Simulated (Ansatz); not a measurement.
Consider ClFH$_{2}$Si···H$_{2}$.

The calculation's input:

```
crystal:
  periodic: [false, false, false]
  atoms:
    - { symbol: Si, position_ang: [-0.480567, -0.239549, -0.289551] }
    - { symbol: H, position_ang: [0.208462, 0.774452, 2.080611] }
    - { symbol: H, position_ang: [0.641866, -0.976794, 0.325287] }
    - { symbol: H, position_ang: [-0.283593, 1.220027, -0.409909] }
    - { symbol: F, position_ang: [-0.695372, -0.830779, -1.783127] }
    - { symbol: Cl, position_ang: [-2.249224, -0.616494, 0.794137] }
    - { symbol: H, position_ang: [-0.461473, 0.563137, 2.228453] }
basis:
  gaussian: { orbitals: def2-SVP }
hamiltonian:
  xc: b3lyp
relax:
  f_tol: 0.03
  max_steps: 50
output:
  orbitals: {}
```

Command:

```sh
ansatz run input.yaml --threads 1 --pin off --max-ram 2048MiB --backend cpu --events-out ev --progress --plain --runs-dir out
```

The fields are those of the run's last geometry, not of the input's.

Computed with RKS B3LYP/def2-SVP in Ansatz 0.2.0.

**What can the converged electron density and electron localisation function tell about the bonding?**

Cl6···H7 (3.14 Å): the density falls to about 0.03 e/Å³ on the way; the ELF dips to about 0 between them; a non-bonded, intermolecular contact.
Si–F (1.62 Å): ρ at the midpoint is about 1 e/Å³; the ELF peaks at about 0.85 in the valence shell of F, 0.6 Å from its nucleus, and is about 0.50 at the midpoint.
Si–Cl (2.06 Å): the density is about 0.86 e/Å³ at the midpoint; the ELF peaks at about 0.90 between the atoms (a shared but strongly polarised pair).
H–H (0.76 Å): the density is about 1.7 e/Å³ at the midpoint; the ELF is about 1 at the midpoint.

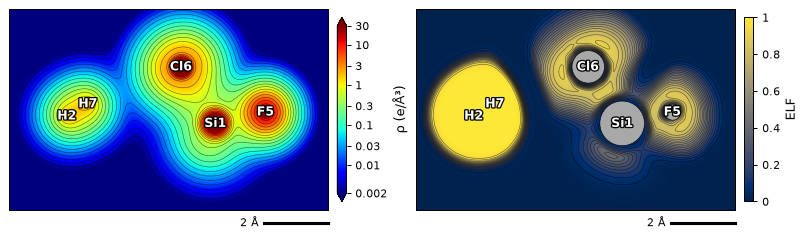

Computed electron density and electron localisation function on the plane of atoms F5, Si1 and Cl6, in this order. Grey discs cover the atomic cores in the ELF map. 
